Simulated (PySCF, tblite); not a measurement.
# C6H9OSi radical: geometry, infrared bands and EPR parameters

Aim: predict the infrared bands and EPR parameters of C6H9OSi radical (`[CH2]Cc1coc([SiH3])c1`).

Programs: tblite 0.8.0 and PySCF 2.14.0, with density-fitted response routines of our own. Each step states its level of theory. These are calculated values for one molecule in the gas phase, unless marked as measured. Atoms count from 0, in the outputs and in this text.

**1. The molecule as given**

17 atoms, charge 0, multiplicity 2; geometry from: force field or distance geometry start.

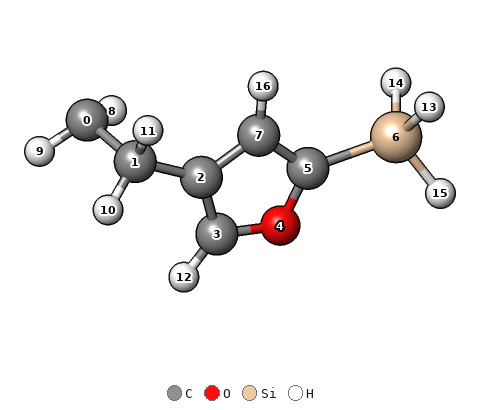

The starting geometry (carbon grey, oxygen red, silicon light orange, hydrogen white), atoms numbered.

**2. Relaxing the molecule with GFN2-xTB**

Job settings and geometry (Å):

```
{"job": {"kind": "relax", "xc": "GFN2-xTB", "basis": "xTB"}, "charge": 0, "multiplicity": 2}
C     -2.924100     0.472800     0.579000
C     -2.076900    -0.777900     0.447700
C     -0.678500    -0.435300     0.047700
C     -0.159600    -0.312200    -1.236300
O      1.097800     0.007000    -1.095900
C      1.456700     0.126900     0.150500
Si     3.137700     0.577100     0.769300
C      0.340200    -0.144900     0.926700
H     -2.320600     1.372600     0.347000
H     -3.757600     0.370300    -0.146700
H     -2.555500    -1.432300    -0.312300
H     -2.035000    -1.309600     1.444800
H     -0.678400    -0.470300    -2.161500
H      3.532400    -0.238500     1.941100
H      3.205700     1.999900     1.182700
H      4.152600     0.351800    -0.258700
H      0.256100    -0.145400     2.014500
```

The run is started by

```bash
$ OMP_NUM_THREADS=1 python probes_run.py task.json out
```

The driver reads the jobs from task.json and runs them one after another.

The log of the run:

```text
step      E/eV     max force
  0    -628.77227    3.630
  1    -629.10071    1.605
  2    -629.17918    0.976
  3    -629.25362    0.645
  4    -629.30433    0.620
  5    -629.35168    0.491
  6    -629.37275    0.392
  7    -629.38852    0.446
  8    -629.40146    0.426
  9    -629.41198    0.301
 10    -629.41898    0.198
 11    -629.42286    0.161
 12    -629.42530    0.114
 13    -629.42745    0.110
 14    -629.42982    0.157
 15    -629.43246    0.178
 16    -629.43475    0.130
 17    -629.43634    0.128
 18    -629.43772    0.121
 19    -629.43929    0.116
 20    -629.44115    0.141
 21    -629.44289    0.102
 22    -629.44412    0.073
 23    -629.44492    0.070
 24    -629.44559    0.078
 25    -629.44620    0.073
 26    -629.44674    0.064
 27    -629.44726    0.056
 28    -629.44779    0.062
 29    -629.44825    0.062
 30    -629.44863    0.040
 31    -629.44899    0.044
 32    -629.44937    0.045
 33    -629.44972    0.049
 34    -629.44994    0.033
 35    -629.45009    0.031
 36    -629.45023    0.029
 37    -629.45039    0.032
 38    -629.45053    0.027
 39    -629.45064    0.025
 40    -629.45073    0.020
 41    -629.45081    0.022
 42    -629.45088    0.020
 43    -629.45092    0.017
 44    -629.45096    0.017
 45    -629.45102    0.022
 46    -629.45111    0.033
 47    -629.45123    0.033
 48    -629.45136    0.028
 49    -629.45145    0.024
 50    -629.45151    0.020
 51    -629.45155    0.019
 52    -629.45158    0.015
 53    -629.45161    0.015
 54    -629.45164    0.017
 55    -629.45167    0.021
 56    -629.45169    0.014
 57    -629.45171    0.011
 58    -629.45173    0.012
 59    -629.45175    0.018
 60    -629.45178    0.023
 61    -629.45182    0.018
 62    -629.45186    0.017
 63    -629.45190    0.013
 64    -629.45193    0.015
 65    -629.45195    0.013
 66    -629.45197    0.011
 67    -629.45200    0.013
 68    -629.45204    0.016
 69    -629.45209    0.020
 70    -629.45214    0.017
 71    -629.45218    0.018
 72    -629.45222    0.018
 73    -629.45226    0.016
 74    -629.45230    0.018
 75    -629.45237    0.022
 76    -629.45246    0.028
 77    -629.45254    0.024
 78    -629.45261    0.021
 79    -629.45267    0.022
 80    -629.45275    0.026
 81    -629.45288    0.034
 82    -629.45303    0.037
 83    -629.45312    0.060
 84    -629.45325    0.029
 85    -629.45334    0.030
 86    -629.45356    0.041
 87    -629.45376    0.051
 88    -629.45405    0.032
 89    -629.45414    0.052
 90    -629.45420    0.028
 91    -629.45430    0.023
 92    -629.45443    0.042
 93    -629.45456    0.040
 94    -629.45488    0.038
 95    -629.45559    0.053
 96    -629.45698    0.103
 97    -629.45504    0.344
 98    -629.43720    0.977
 99    -629.45914    0.389
100    -629.45544    0.673
101    -629.46197    0.065
102    -629.46293    0.098
103    -629.46511    0.206
104    -629.46679    0.173
105    -629.46822    0.164
106    -629.46928    0.168
107    -629.47374    0.149
108    -629.47398    0.175
109    -629.47531    0.069
110    -629.47580    0.081
111    -629.47668    0.054
112    -629.47708    0.051
113    -629.47750    0.034
114    -629.47764    0.034
115    -629.47770    0.017
116    -629.47775    0.025
117    -629.47781    0.029
118    -629.47788    0.028
119    -629.47794    0.022
120    -629.47800    0.016
121    -629.47805    0.017
122    -629.47810    0.018
123    -629.47816    0.019
124    -629.47822    0.020
125    -629.47831    0.023
126    -629.47842    0.026
127    -629.47856    0.034
128    -629.47871    0.040
129    -629.47887    0.032
130    -629.47902    0.028
131    -629.47915    0.023
132    -629.47927    0.032
133    -629.47939    0.037
134    -629.47947    0.045
135    -629.47956    0.028
136    -629.47963    0.017
137    -629.47971    0.016
138    -629.47976    0.016
139    -629.47982    0.017
140    -629.47986    0.017
141    -629.47988    0.013
142    -629.47990    0.015
143    -629.47992    0.013
144    -629.47993    0.015
145    -629.47995    0.012
146    -629.47997    0.011
147    -629.48002    0.016
148    -629.48009    0.019
149    -629.48018    0.024
150    -629.48030    0.026
151    -629.48045    0.023
152    -629.48062    0.022
153    -629.48082    0.025
154    -629.48103    0.028
155    -629.48126    0.037
156    -629.48153    0.052
157    -629.48185    0.075
158    -629.48217    0.086
159    -629.48245    0.069
160    -629.48232    0.114
161    -629.48277    0.036
162    -629.48288    0.026
163    -629.48307    0.026
164    -629.48318    0.028
165    -629.48330    0.024
166    -629.48337    0.021
167    -629.48342    0.016
168    -629.48347    0.014
169    -629.48350    0.014
170    -629.48352    0.012
171    -629.48354    0.006
```

It took 1.2 s on 1 thread of Arm Neoverse V1, shared host; peak memory 0.18 GiB.

Relaxation path: (not every step is listed) (the energy doesn't fall at every step)

```
step  energy from step 0 (eV)  largest force (eV/Å)
   0                   0.0000                3.6297
   1                  -0.3284                1.6052
   2                  -0.4069                0.9755
   3                  -0.4813                0.6451
   4                  -0.5321                0.6203
   5                  -0.5794                0.4913
   6                  -0.6005                0.3919
   7                  -0.6162                0.4463
   8                  -0.6292                0.4258
  23                  -0.6726                0.0705
  38                  -0.6783                0.0271
  53                  -0.6793                0.0146
  68                  -0.6798                0.0155
  83                  -0.6808                0.0602
  98                  -0.6649                0.9770
 113                  -0.7052                0.0345
 128                  -0.7064                0.0405
 143                  -0.7076                0.0127
 158                  -0.7099                0.0861
 166                  -0.7111                0.0214
 167                  -0.7111                0.0163
 168                  -0.7112                0.0145
 169                  -0.7112                0.0140
 170                  -0.7112                0.0116
 171                  -0.7113                0.0062
```

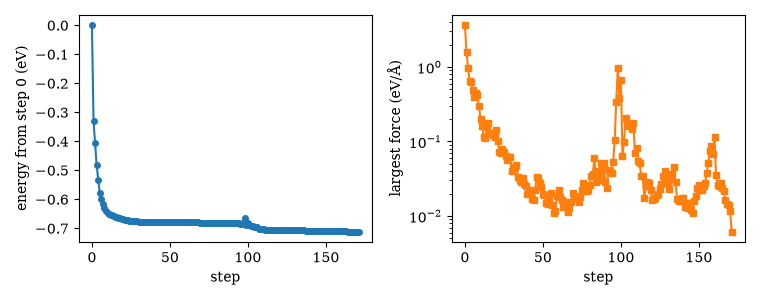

Energy and largest force along the relaxation.

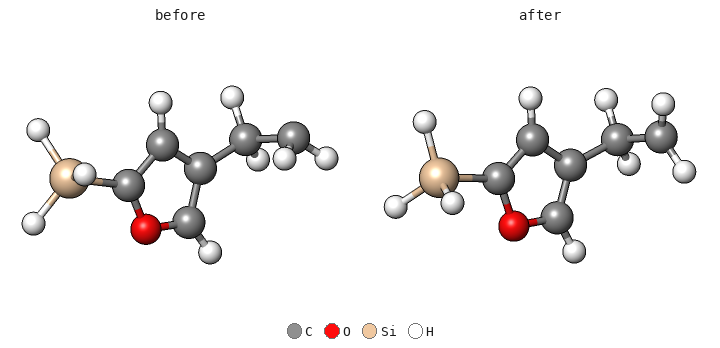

Before and after, at one scale.

Close pairs (by a distance rule), those that changed most:

```
  bond  before (Å)  after (Å)  change (Å)
 O4–C5       1.303      1.357      +0.054
 C2–C7       1.376      1.417      +0.041
 C0–C1       1.516      1.477      -0.039
C1–H11       1.131      1.092      -0.039
 C0–H9       1.110      1.073      -0.037
 C3–O4       1.305      1.342      +0.037
 C0–H8       1.108      1.073      -0.035
C5–Si6       1.847      1.872      +0.025
```

The end geometry stands in the next job.

**3. Vibrational analysis with GFN2-xTB**

Job settings and geometry (Å):

```
{"job": {"kind": "ir", "xc": "GFN2-xTB", "basis": "xTB"}, "charge": 0, "multiplicity": 2}
C     -2.872353     0.425067     0.514911
C     -2.139257    -0.842919     0.325583
C     -0.705337    -0.496344     0.020032
C     -0.129198    -0.337980    -1.208597
O      1.156064     0.027929    -1.090834
C      1.438340     0.123054     0.232865
Si     3.173006     0.636588     0.712421
C      0.316228    -0.186738     0.952026
H     -2.868806     0.911110     1.471391
H     -3.179969     0.994289    -0.341044
H     -2.549694    -1.410420    -0.512788
H     -2.172406    -1.453831     1.229922
H     -0.518413    -0.468343    -2.199447
H      3.302679     0.422897     2.153698
H      3.374370     2.050743     0.386824
H      4.133957    -0.182415    -0.027268
H      0.233790    -0.200656     2.019857
```

The log of the run:

```text
mode    cm-1     km/mol
  1      38.7      0.12
  2      47.0      0.19
  3      95.7      0.14
  4     137.9      0.10
  5     159.8      0.84
  6     169.0      0.63
  7     309.0      0.30
  8     342.4      7.83
  9     438.4     27.33
 10     527.8     61.05
 11     540.8     53.12
 12     552.7     69.44
 13     620.2      3.87
 14     632.7      9.84
 15     692.2     13.29
 16     752.4      6.99
 17     765.7    192.15
 18     785.6    333.39
 19     791.5    317.23
 20     799.1      7.04
 21     830.6      2.57
 22     925.5     15.61
 23     990.4      3.19
 24    1029.9      0.33
 25    1083.2     45.09
 26    1115.7      6.70
 27    1120.3      2.75
 28    1197.9      6.63
 29    1215.9     40.24
 30    1227.6     58.14
 31    1255.8      2.60
 32    1379.3      1.82
 33    1398.3      2.57
 34    1458.6      0.37
 35    1473.0     29.75
 36    1577.6      9.42
 37    2251.5    345.60
 38    2269.0    236.62
 39    2275.0    292.91
 40    2962.4     34.26
 41    2971.7     28.22
 42    3129.8     20.53
 43    3162.7      8.28
 44    3171.1     30.46
 45    3178.5     23.09
```

Wall time 0.6 s (1 thread of Arm Neoverse V1, shared host); peak memory 0.18 GiB.

Which atoms move in the most intense modes:

```
cm⁻¹  km/mol                                   atoms
 528    61.0             H14 37 %, H15 31 %, O4 10 %
 553    69.4  H13 47 %, H15 19 %, H14 12 %, Si6 11 %
 766   192.2                      H13 58 %, H15 29 %
 786   333.4            H14 38 %, H13 37 %, H15 17 %
 792   317.2                      H14 45 %, H15 45 %
2252   345.6                                H14 91 %
2269   236.6                                H15 91 %
2275   292.9                                H13 96 %
```

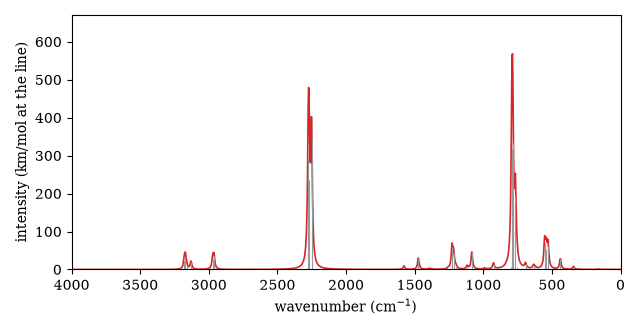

The infrared spectrum from these modes, unscaled. Lines are broadened to a width of 14 cm⁻¹ (Lorentzian).

**4. g tensor and hyperfine couplings: B3LYP/pcH-1**

Same as in step 3 but for these lines:

```diff
@@ -1,2 +1,2 @@
-{"job": {"kind": "ir", "xc": "GFN2-xTB", "basis": "xTB"}, "charge": 0, "multiplicity": 2}
+{"job": {"kind": "epr", "basis": "pcH-1"}, "charge": 0, "multiplicity": 2}
 C     -2.872353     0.425067     0.514911
```

Level: UKS B3LYP, pcH-1 on C H O Si, non-relativistic, mean-field spin-orbit, GIAO.

The log of the run:

```text
UKS, coarse grid
  cycle   1  E = -598.65096301  |g| = 3.73e-01
  cycle   2  E = -598.62283735  |g| = 4.75e-01
  cycle   3  E = -598.70800226  |g| = 8.39e-02
  cycle   4  E = -598.70968531  |g| = 4.40e-02
  cycle   5  E = -598.71045958  |g| = 1.56e-02
  cycle   6  E = -598.71057120  |g| = 5.51e-03
  cycle   7  E = -598.71058919  |g| = 9.14e-04
  cycle   8  E = -598.71058858  |g| = 4.91e-04
UKS, final grid
  cycle   1  E = -598.71060918  |g| = 7.49e-04
  cycle   2  E = -598.71060865  |g| = 1.30e-03
  cycle   3  E = -598.71060945  |g| = 1.10e-04
  cycle   4  E = -598.71060946  |g| = 2.46e-05
E = -598.71060946 Eh   <S^2> = 0.7537 (exact 0.7500)
g shifts (ppm)      1          2          3
  rmc          -146       -146       -146
  gc              9         32         20
  oz_so          -2        518        625
  total        -138        404        500
hyperfine (MHz)  atom isotope    a_iso     a_fc   dipolar eigenvalues
    0   13C     100.18     100.29    -81.63    -80.96    162.59
    1   13C     -27.24     -27.25     -2.67      0.31      2.36
    2   13C      87.20      87.21     -7.26     -5.17     12.43
    3   13C       3.16       3.16     -3.86     -2.52      6.38
    4   17O      -1.80      -1.80     -2.89      1.30      1.58
    5   13C       0.25       0.25     -1.63      0.47      1.16
    6  29Si      -0.43      -0.43     -0.23      0.11      0.13
    7   13C      -0.47      -0.47     -1.37     -0.08      1.46
    8    1H     -60.69     -60.70    -39.23     -0.51     39.75
    9    1H     -59.42     -59.44    -39.02     -0.75     39.76
   10    1H      35.68      35.68     -5.33     -4.38      9.71
   11    1H      23.77      23.77     -5.27     -4.39      9.66
   12    1H      -2.81      -2.81     -2.05     -0.88      2.93
   13    1H       0.02       0.02     -0.32     -0.31      0.62
   14    1H      -0.35      -0.35     -0.32     -0.29      0.61
   15    1H      -0.42      -0.42     -0.26     -0.25      0.50
   16    1H      -0.57      -0.57     -1.84     -1.32      3.16
```

Wall time 1.7 min (1 thread of Arm Neoverse V1, shared host); peak memory 0.96 GiB.

Principal g values 2.00218, 2.00272, 2.00282; g(iso) = 2.00257, against 2.00232 for a free electron.

Mean a(iso) over the nuclei that a row names, and the largest dipolar term of the row (other rows stand at the frozen geometry):

```
       nuclei  isotope  a(iso) (MHz)  a(iso) (G, at g = 2.0023)  largest dipolar term (MHz)
           C0      13C         100.2                       35.7                       162.6
           C2      13C          87.2                       31.1                        12.4
       H8, H9       1H         -60.1                      -21.4                        39.8
     H10, H11       1H          29.7                       10.6                         9.7
           C1      13C         -27.2                       -9.7                        -2.7
           C3      13C           3.2                        1.1                         6.4
          H12       1H          -2.8                       -1.0                         2.9
           O4      17O          -1.8                       -0.6                        -2.9
          H16       1H          -0.6                       -0.2                         3.2
           C7      13C          -0.5                       -0.2                         1.5
          Si6     29Si          -0.4                       -0.2                        -0.2
           C5      13C           0.3                        0.1                        -1.6
H13, H14, H15       1H          -0.2                       -0.1                         0.6
```

Mulliken spin populations:

C0 1.07; C1 -0.08; C2 0.03; C3 0.03; O4 0.01; C5 -0.01; Si6 0.00; C7 0.01; H8 -0.05; H9 -0.04; H10 0.01; H11 0.01; H12 0.00; H13 0.00; H14 0.00; H15 0.00; H16 0.00

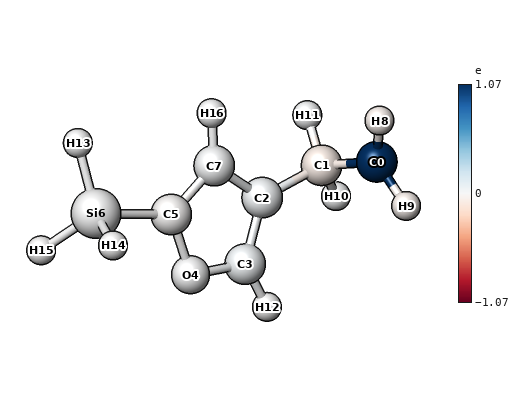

Mulliken spin populations, as colours on the atoms.

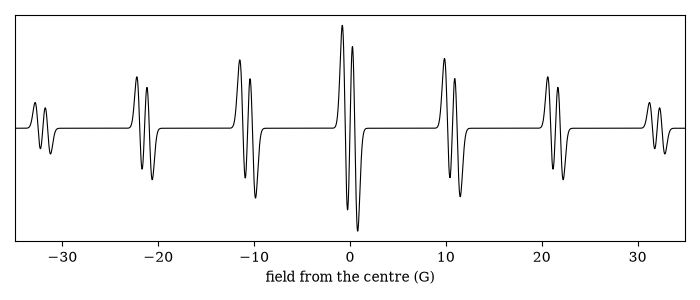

First-order isotropic spectrum (first derivative, main isotopes with spin only, couplings over 0.8 MHz, Gaussian width 0.3 G; couplings of the frozen geometry, rotation of groups not averaged beyond the rows shown).

Orbitals, density, ELF and potential are computed afterwards from the orbital file.

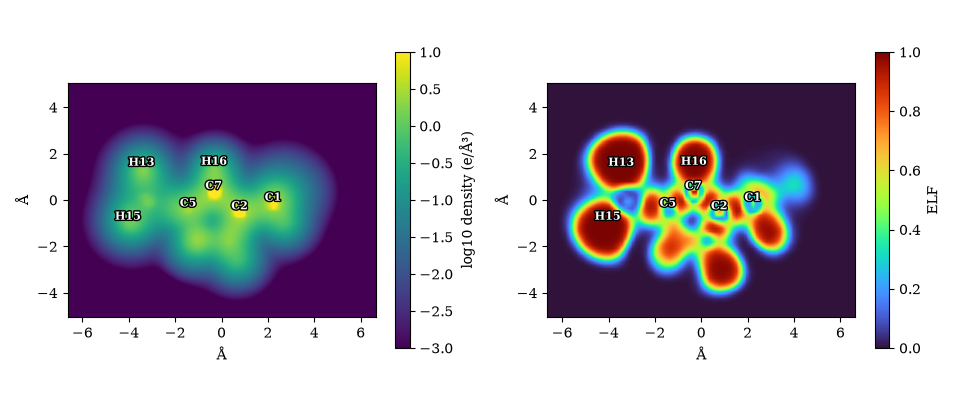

Density (left) and ELF (right) in a plane through or near 7 of the atoms.

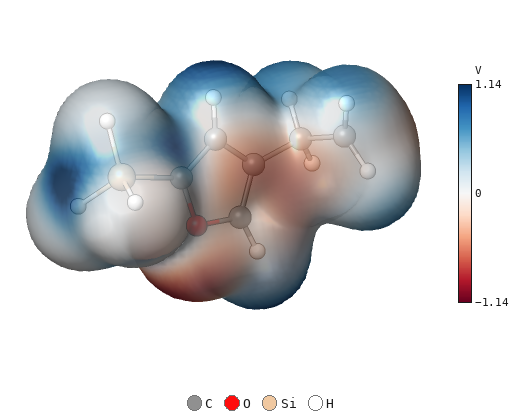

The potential that a unit positive charge feels on the 0.002 e/bohr³ surface, from -0.78 V near O4 to 1.14 V near H12.

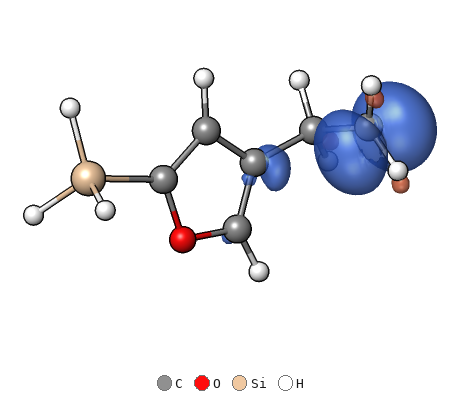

Spin density at ±0.04 e/Å³ (alpha excess blue, beta excess red).

**5. Outcome**

```
                                                                  quantity                  value
                                 strongest single infrared mode (GFN2-xTB)  2252 cm⁻¹, 346 km/mol
                                              zero-point energy (GFN2-xTB)          77.0 kcal/mol
                                                            g(iso) (B3LYP)                2.00257
                                                                      ⟨S²⟩     0.754 (exact 0.75)
                                        largest a(iso) (averaged by class)   13C on C0, 100.2 MHz
potential on the surface of density 0.002 e/bohr³, 1st and 99th percentile     -0.78 V and 1.14 V
```

**Reading.** Over 171 steps the energy fell by 0.711 eV; of the close pairs, O4–C5 changed most, 1.303 to 1.357 Å. All 45 modes are real, so the xTB geometry is a minimum. The strongest single mode, at 2252 cm⁻¹, moves mainly H14. Unscaled tight-binding wavenumbers are off by several per cent, some by more. Its intensities can rank the bands wrongly. Most of the unpaired spin sits on C0 (1.07 e). The isotropic g lies 0.3 ppt above the free-electron value. These values are for one conformer; the search (at its own cheap level) found 2 more, at 0.44, 0.48 kcal/mol, and measured spectra average over such forms.
